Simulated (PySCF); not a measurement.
## Electronic structure of C3H7GeN3O (SMILES COc1ncn[n]1[GeH3]) in real space

Input file:

```
{"job": {"kind": "uv", "xc": "CAM-B3LYP", "basis": "def2-SVPD", "nstates": 8, "ntriplets": 3}, "charge": 0, "multiplicity": 1}
C     -1.635228     1.739630     0.476623
O     -0.370471     1.112946     0.338959
C     -0.413454    -0.148771    -0.078111
N     -1.429964    -0.908899    -0.393547
C     -0.817591    -2.069278    -0.739174
N      0.482862    -2.045224    -0.649119
N      0.760499    -0.789754    -0.216626
Ge     2.391408    -0.043441     0.130204
H     -1.434636     2.760066     0.795260
H     -2.238250     1.218058     1.222849
H     -2.168985     1.732625    -0.475948
H     -1.366179    -2.931106    -1.059070
H      3.362871    -1.128300    -0.160893
H      2.363169     0.373607     1.563205
H      2.509537     1.135831    -0.776526
```

Command:

```sh
OMP_NUM_THREADS=1 python probes_run.py task.json out
```

Geometry: GFN2-xTB.

The calculation used CAM-B3LYP/def2-SVPD, SCF density, gas phase in PySCF.

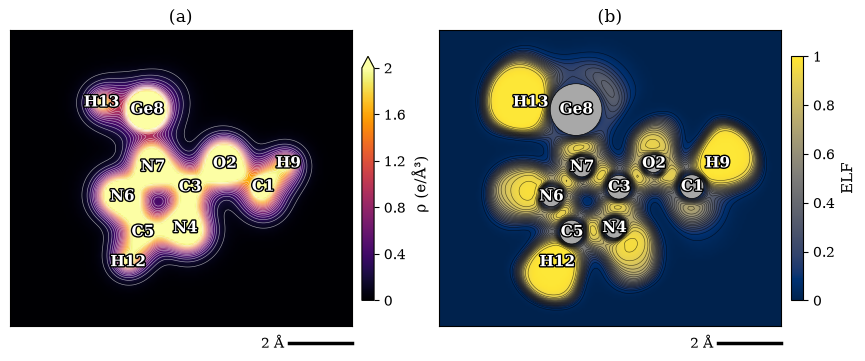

Figure 1. (a) electron density; (b) ELF on the plane of atoms C5, N6 and N7. Grey discs cover the atomic cores in the ELF map.

### What does the map show?

- Atoms in the plane: C, O, N, Ge and H.
- C–N (1.30 Å): the density is about 2.7 e/Å³ at the midpoint; the ELF peaks at about 0.90 between the atoms; localised, covalent bonding.
- C–O (1.33 Å): ρ at the midpoint is about 2.5 e/Å³; the ELF peaks at about 0.90 between the atoms, as expected for a polar covalent bond.
- N–N (1.36 Å): ρ at the midpoint is about 2.5 e/Å³; the ELF peaks at about 0.90 between the atoms, as expected for a covalent bond.
- Ge–N (1.83 Å): ρ at the midpoint is about 0.98 e/Å³; the ELF peaks at about 0.90 in the valence shell of N, 0.6 Å from its nucleus, and is about 0.50 at the midpoint.
- C–H (1.07 Å): ρ at the midpoint is about 2.1 e/Å³; the ELF climbs to about 1 towards the hydrogen, as it does in any bond to H; a covalent bond by its length.
- The ELF also peaks beside N4, N6 and O2, away from the bonds: lone-pair regions.

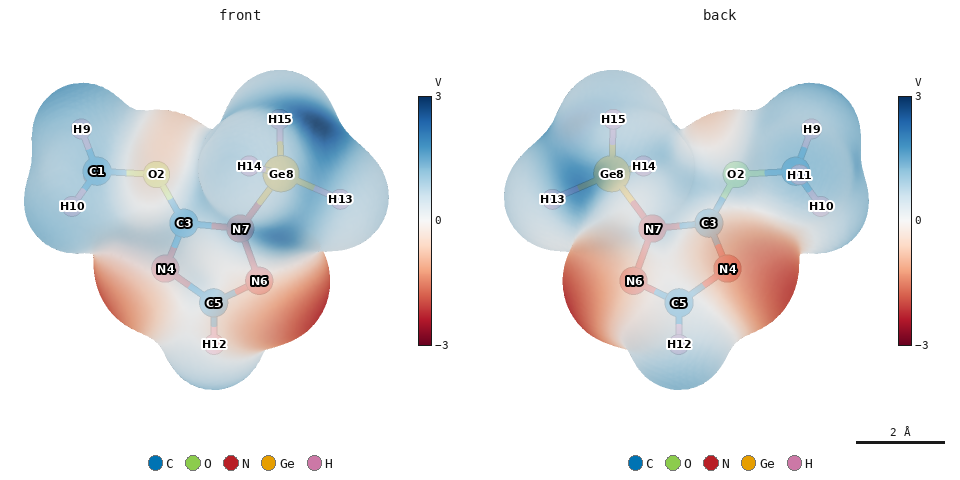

Figure 2. The electrostatic potential painted on the density surface at 0.004 e/bohr³, seen from the front and from behind; the colour scale runs from red (negative) to blue (positive).

### Where is the surface potential most negative and most positive?

The most negative region (about −2.1 V) lies over N6, the most positive (about +2.7 V) over Ge8. N6 is the likeliest acceptor of a hydrogen bond.
